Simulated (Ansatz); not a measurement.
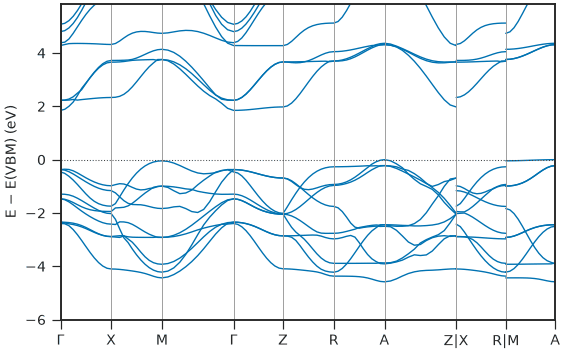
Fig. 1. Band structure from plane-wave PAW PBEsol (Ansatz code)

Q: Read off the gap and where the band edges lie.

A: About 1.8 eV (1.85 eV by a search for the band edges); maximum at A, minimum at Γ.

The material is BaTiO₃ in space group P4mm (No. 99; Ti on 1b, Ba on 1a, O on 1b, O on 2c).

The PBEsol relaxation kept the symmetry of its start. The run is not spin-polarised. Scalar-relativistic: spin–orbit coupling is off unless named, which matters more the heavier the elements.

Potentials: the later of the program's two PAW sets.
